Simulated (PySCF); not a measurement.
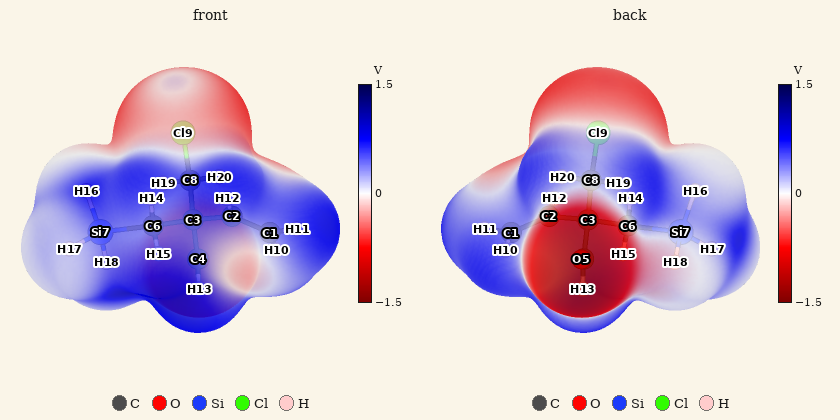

Figure 1: C6H11ClOSi. The molecular electrostatic potential painted on the density surface at 0.001 e/bohr³, seen from the front and from behind; the colour scale runs from red (negative) to blue (positive).

Geometry: GFN2-xTB.

Computed with PySCF, PBE0/pcSseg-1, SCF density, gas phase, non-relativistic.

```csv
atom,x (Å),y (Å),z (Å)
C,-2.3764,1.4367,0.2577
C,-1.2419,0.9944,0.7669
C,-0.2964,0.0441,0.0645
C,-0.4890,0.1805,-1.4290
O,-0.8645,-0.6792,-2.1737
C,1.1532,0.4372,0.3902
Si,2.5056,-0.6234,-0.4417
C,-0.6161,-1.3968,0.4698
Cl,-0.3657,-1.6619,2.2068
H,-2.7184,1.1480,-0.7230
H,-3.0160,2.1062,0.8073
H,-0.9327,1.2884,1.7605
H,-0.2353,1.1934,-1.7981
H,1.2785,0.3943,1.4736
H,1.2871,1.4839,0.1064
H,2.6191,-1.9151,0.2341
H,3.7612,0.1155,-0.3128
H,2.1762,-0.8129,-1.8542
H,0.0268,-2.0968,-0.0638
H,-1.6605,-1.6257,0.2554
```

> Describe the electrostatic potential map.

The most negative region (about −1.3 V, or −30 kcal/mol for a unit charge) lies over O5, the most positive (about +0.9 V, or +21 kcal/mol for a unit charge) over Si7, H13 and H15. O5 is the likeliest acceptor of a hydrogen bond.

> How polar is the molecule by this calculation?

Its dipole moment is 2.22 D.
